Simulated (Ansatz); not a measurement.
**AlCl3H4OSi: two geometries relaxed**

Aim: relax the geometries before and after the reaction (ligand exchange), and see whether they are two minima and how far apart in energy. Meant to form: Al1–O5, H10–Cl2; to break: Al1–Cl2, H10–O5. The start is a guess near the saddle point, from which both ends are pulled out.

All numbers below are computed with Ansatz 0.2.0 (RKS PBE-D4/cc-pVDZ).

### Step 1. The structure to begin with

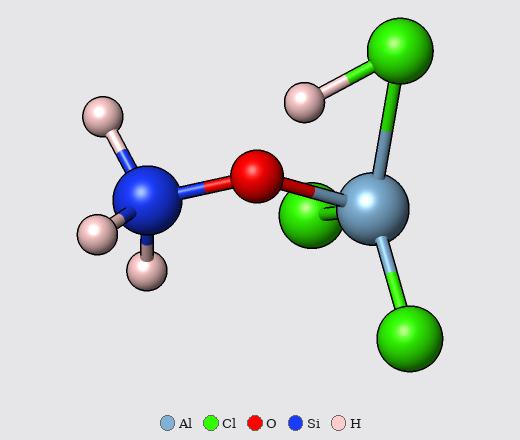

Start, viewed from a chosen angle; aluminium light blue, chlorine green, oxygen red, silicon blue, hydrogen pink.

Structure file:

```xyz
10

Al    0.0000    0.0000    0.0000
Cl    0.0000    0.0000    2.5800
Cl    1.9312    0.0000   -1.1150
Cl   -1.9312    0.0000   -1.1150
O     0.0869   -1.9720    0.6559
Si   -0.6831   -3.2686   -0.0846
H     0.2217   -4.4137   -0.1261
H    -1.8799   -3.6221    0.6732
H    -1.0612   -2.8984   -1.4453
H     0.0622   -1.4098    1.8287
```

### Step 2. A restrained relaxation towards end A

Springs on the bonds that form and break draw the guess towards this end; the thresholds are loose.

File input.yaml:

```yaml
crystal:
  periodic: [false, false, false]
  atoms:
    - { symbol: Al, position_ang: [0.0, 0.0, 0.0] }
    - { symbol: Cl, position_ang: [0.0, 0.0, 2.58] }
    - { symbol: Cl, position_ang: [1.9312, 0.0, -1.115] }
    - { symbol: Cl, position_ang: [-1.9312, 0.0, -1.115] }
    - { symbol: O, position_ang: [0.0869, -1.972, 0.6559] }
    - { symbol: Si, position_ang: [-0.6831, -3.2686, -0.0846] }
    - { symbol: H, position_ang: [0.2217, -4.4137, -0.1261] }
    - { symbol: H, position_ang: [-1.8799, -3.6221, 0.6732] }
    - { symbol: H, position_ang: [-1.0612, -2.8984, -1.4453] }
    - { symbol: H, position_ang: [0.0622, -1.4098, 1.8287] }
basis:
  gaussian: { orbitals: cc-pVDZ }
hamiltonian:
  xc: pbe
  dispersion: d4
relax:
  f_tol: 0.15
  max_steps: 25
  restrain:
    - { distance: [0, 4], at: 2.98, k: 30.0 }
    - { distance: [9, 1], at: 2.57, k: 30.0 }
    - { distance: [0, 1], at: 2.23, k: 30.0 }
    - { distance: [9, 4], at: 1.01, k: 30.0 }
```

Started as:

```sh
> ansatz run input.yaml --threads 4 --pin off --max-ram 5120MiB --backend cpu --events-out ev --progress --plain --runs-dir out
```

The program printed, shortened:

```text
Warning: RAYON_NUM_THREADS=4 ignored (pool sized by the plan → 4); use --threads N
[...]
Functional definition: PBE
[...]
1650 factors; their error is unknown
[...]
mean field -54134.90298913 eV, -1989.4209908953 hartree, gradient 9.8e-6 eV, S^2 0.000000; 0 other end points of the search recorded, 0 dependent functions left out
[...]
reference -54134.90303364 eV, -1989.4209925309 hartree; 45, 45 occupied and 79, 79 virtual orbitals, 1650 factors
relax step   1: F+E_penalty+E_count = -54135.23696806 eV  Δ(F+E_penalty+E_count) = +0.000e0 eV  max|allowed force component| = 3.249e0 eV/Å  E_restraint = 29.40647292 eV  max|allowed force component, restraints' pulls added| = 3.035e1 eV/Å  Δτ_max = 0.0000 Å  (29 SCF iters, accepted)
[...]
relax step   3: F+E_penalty+E_count = -54135.20117074 eV  Δ(F+E_penalty+E_count) = -2.447e-2 eV  max|allowed force component| = 2.553e0 eV/Å  E_restraint = 4.44208351 eV  max|allowed force component, restraints' pulls added| = 9.573e0 eV/Å  Δτ_max = 0.1947 Å  (33 SCF iters, accepted)
[...]
relax step   5: F+E_penalty+E_count = -54135.80538828 eV  Δ(F+E_penalty+E_count) = -5.133e-1 eV  max|allowed force component| = 1.117e0 eV/Å  E_restraint = 0.04402090 eV  max|allowed force component, restraints' pulls added| = 7.984e-1 eV/Å  Δτ_max = 0.1985 Å  (28 SCF iters, accepted)
[...]
  distance Al 0 - O 4 = 2.9572 Å
  distance H 9 - Cl 1 = 2.5730 Å
  distance Al 0 - Cl 1 = 2.2027 Å
  distance H 9 - O 4 = 0.9933 Å
1650 factors; their error is unknown
[...]
mean field -54135.74557964 eV, -1989.4519555255 hartree, gradient 6.7e-5 eV, S^2 0.000000; 1 other end points of the search recorded, 0 dependent functions left out
[...]
reference -54135.74562715 eV, -1989.4519572715 hartree; 45, 45 occupied and 79, 79 virtual orbitals, 1650 factors
Total energy: -54136.04864653 eV, -1989.4630930282 hartree
Atom 0 at     0.069402     0.483287     0.009138 Å, force    -0.016268    -0.709041     0.926862 eV/Å
Atom 1 at    -0.124218     0.363143     2.200031 Å, force     0.057354     0.118664    -0.792011 eV/Å
Atom 2 at     1.918784     1.052260    -0.835082 Å, force    -0.006230     0.000659     0.006350 eV/Å
Atom 3 at    -1.685713     0.328740    -1.163963 Å, force     0.011847     0.004803     0.013848 eV/Å
Atom 4 at     0.366540    -2.404602     0.572093 Å, force    -0.162337     0.813192     0.338873 eV/Å
Atom 5 at    -0.768612    -3.582794     0.019974 Å, force    -0.000848     0.016219    -0.000134 eV/Å
Atom 6 at    -0.116754    -4.941823     0.040694 Å, force    -0.002696    -0.002861     0.008612 eV/Å
Atom 7 at    -1.995681    -3.588773     0.898566 Å, force     0.009252     0.013941    -0.006342 eV/Å
Atom 8 at    -1.124778    -3.203279    -1.390657 Å, force     0.006083    -0.009723     0.003261 eV/Å
Atom 9 at     0.207632    -2.090760     1.501005 Å, force     0.103842    -0.245853    -0.499320 eV/Å
Dipole moment:    -0.145907    -0.294153     0.098871 e Å
```

Wall time 16 s (4 threads of Intel Xeon at 2.60GHz (Ice Lake), shared host); peak memory 0.25 GiB.

Step by step:

```
step  energy from step 1 (eV)  largest force component (eV/Å)
   1                   0.0000                          3.2494
   2                   0.0603                          4.2873
   3                   0.0358                          2.5529
   4                  -0.0551                          2.1245
   5                  -0.5684                          1.1171
   6                  -0.6777                          1.7079
   7                  -0.7051                          1.5312
   8                  -0.7824                          1.0085
   9                  -0.7975                          0.9752
  10                  -0.7963                          0.9264
  11                  -0.8116                          0.9269
```

Step 1 is the start. Energies and forces in the table leave out the springs, which the log lists apart; the run stops on the force with the springs' pull added.

After: Bond lengths: Al1–Cl2 2.203 Å, Al1–Cl3 2.111 Å, Al1–Cl4 2.117 Å, O5–Si6 1.727 Å, Si6–H7 1.507 Å, Si6–H8 1.509 Å, Si6–H9 1.504 Å, O5–H10 0.993 Å. Angles: Cl2–Al1–Cl3 119.3°, Cl2–Al1–Cl4 118.3°, Cl3–Al1–Cl4 121.6°, O5–Si6–H7 109.1°, O5–Si6–H8 110.6°, O5–Si6–H9 106.5°, H7–Si6–H8 109.9°, H7–Si6–H9 110.1°, H8–Si6–H9 110.8°, Si6–O5–H10 114.2°.

Pairs that crossed the distance rule for bonds on the way: came closer O5–H10; moved apart Al1–O5.

### Step 3. End point A

It starts where the restrained run ended.

File input.yaml:

```yaml
crystal:
  periodic: [false, false, false]
  atoms:
    - { symbol: Al, position_ang: [0.069402, 0.483287, 0.009138] }
    - { symbol: Cl, position_ang: [-0.124218, 0.363143, 2.200031] }
    - { symbol: Cl, position_ang: [1.918784, 1.05226, -0.835082] }
    - { symbol: Cl, position_ang: [-1.685713, 0.32874, -1.163963] }
    - { symbol: O, position_ang: [0.36654, -2.404602, 0.572093] }
    - { symbol: Si, position_ang: [-0.768612, -3.582794, 0.019974] }
    - { symbol: H, position_ang: [-0.116754, -4.941823, 0.040694] }
    - { symbol: H, position_ang: [-1.995681, -3.588773, 0.898566] }
    - { symbol: H, position_ang: [-1.124778, -3.203279, -1.390657] }
    - { symbol: H, position_ang: [0.207632, -2.09076, 1.501005] }
basis:
  gaussian: { orbitals: cc-pVDZ }
hamiltonian:
  xc: pbe
  dispersion: d4
relax:
  f_tol: 0.03
  max_steps: 50
```

Started as:

```sh
> ansatz run input.yaml --threads 4 --pin off --max-ram 5120MiB --backend cpu --events-out ev --progress --plain --runs-dir out
```

The program printed, shortened:

```text
Warning: RAYON_NUM_THREADS=4 ignored (pool sized by the plan → 4); use --threads N
[...]
[... 1 set-up line as earlier in the session ...]
[...]
1650 factors; their error is unknown
[...]
mean field -54135.74558599 eV, -1989.4519557587 hartree, gradient 3.6e-5 eV, S^2 0.000000; 0 other end points of the search recorded, 0 dependent functions left out
[...]
reference -54135.74563341 eV, -1989.4519575016 hartree; 45, 45 occupied and 79, 79 virtual orbitals, 1650 factors
relax step   1: F+E_penalty+E_count = -54136.04860538 eV  Δ(F+E_penalty+E_count) = +0.000e0 eV  max|allowed force component| = 9.268e-1 eV/Å  Δτ_max = 0.0000 Å  (26 SCF iters, accepted)
[...]
relax step   5: F+E_penalty+E_count = -54136.89105254 eV  Δ(F+E_penalty+E_count) = -9.078e-2 eV  max|allowed force component| = 3.300e-1 eV/Å  Δτ_max = 0.1942 Å  (27 SCF iters, accepted)
[...]
Total energy: -54136.96664355 eV, -1989.4968287963 hartree
Atom 0 at    -0.024376    -0.080638     0.247405 Å, force     0.005020    -0.007291    -0.000758 eV/Å
Atom 1 at     0.146906     0.616790     2.277092 Å, force    -0.001371    -0.000605    -0.003850 eV/Å
Atom 2 at     1.594098     0.336090    -1.085850 Å, force    -0.002573     0.000360     0.003423 eV/Å
Atom 3 at    -1.984199    -0.099159    -0.650074 Å, force     0.000388     0.002027     0.003363 eV/Å
Atom 4 at     0.144695    -1.999416     0.645446 Å, force    -0.010150    -0.020649     0.015928 eV/Å
Atom 5 at    -0.740534    -3.319640    -0.158157 Å, force     0.006759     0.018594     0.001679 eV/Å
Atom 6 at    -0.006625    -4.557459     0.276098 Å, force     0.002372    -0.000689     0.001991 eV/Å
Atom 7 at    -2.161407    -3.323666     0.318068 Å, force     0.003078     0.000720    -0.001107 eV/Å
Atom 8 at    -0.580013    -3.023498    -1.613393 Å, force    -0.000560    -0.001762     0.003653 eV/Å
Atom 9 at     0.358057    -2.134004     1.595166 Å, force    -0.002963     0.009295    -0.024323 eV/Å
Dipole moment:    -0.097800    -1.215260     0.201166 e Å
```

It took 25 s on 4 threads of Intel Xeon at 2.60GHz (Ice Lake), shared host; peak memory 0.25 GiB.

The steps of the relaxation:

```
step  energy from step 1 (eV)  largest force component (eV/Å)
   1                   0.0000                          0.9268
   2                  -0.2716                          0.8930
   3                  -0.5457                          1.3576
   4                  -0.7517                          0.7228
   5                  -0.8424                          0.3300
   6                  -0.8645                          0.1644
   7                  -0.8774                          0.0983
   8                  -0.8930                          0.3180
   9                  -0.9028                          0.2203
  10                  -0.9101                          0.2114
  11                  -0.9141                          0.1314
 12x                  -0.9010                          0.4297
  13                  -0.9162                          0.0573
  14                  -0.9172                          0.1108
  15                  -0.9175                          0.0304
  16                  -0.9177                          0.0088
  17                  -0.9179                          0.0322
  18                  -0.9179                          0.0389
  19                  -0.9180                          0.0243
```

Step 1 is the start. 1 step was tried and not accepted (12; marked x where the table lists them).

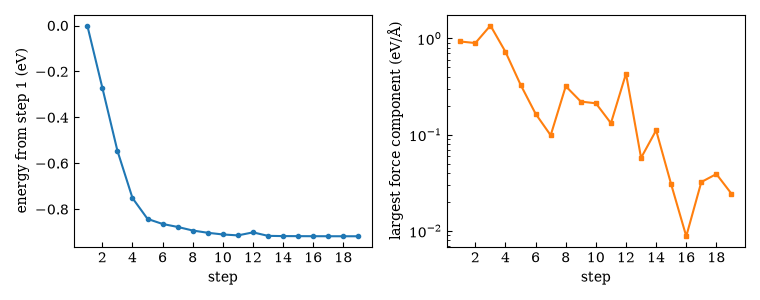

Energy and largest force along the relaxation.

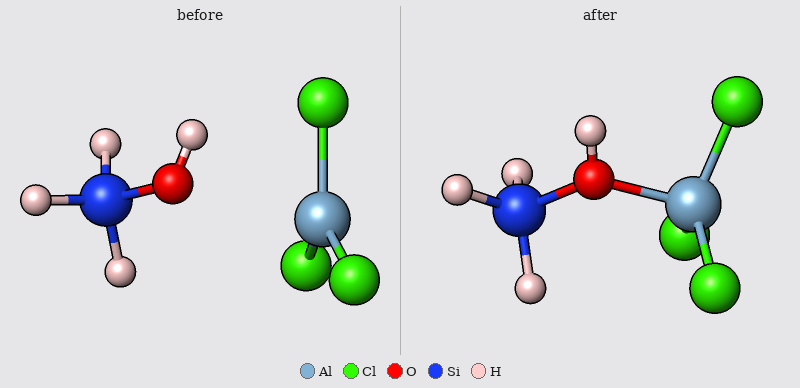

Before and after, at one scale.

After: Bond lengths: Al1–Cl2 2.153 Å, Al1–Cl3 2.138 Å, Al1–Cl4 2.156 Å, Al1–O5 1.967 Å, O5–Si6 1.781 Å, Si6–H7 1.503 Å, Si6–H8 1.499 Å, Si6–H9 1.494 Å, O5–H10 0.983 Å. Angles (14 of 15 angles, heavy atoms first): Cl2–Al1–Cl3 117.7°, Cl2–Al1–Cl4 117.9°, Cl2–Al1–O5 96.8°, Cl3–Al1–Cl4 115.5°, Cl3–Al1–O5 104.6°, Cl4–Al1–O5 98.9°, Al1–O5–Si6 126.1°, Al1–O5–H10 110.4°, Si6–O5–H10 116.3°, O5–Si6–H7 103.7°, O5–Si6–H8 109.3°, O5–Si6–H9 103.8°, H7–Si6–H8 111.6°, H7–Si6–H9 113.1°.

Pairs that crossed the distance rule for bonds on the way: came closer Al1–O5.

(Part 1 of 2 ends here.)
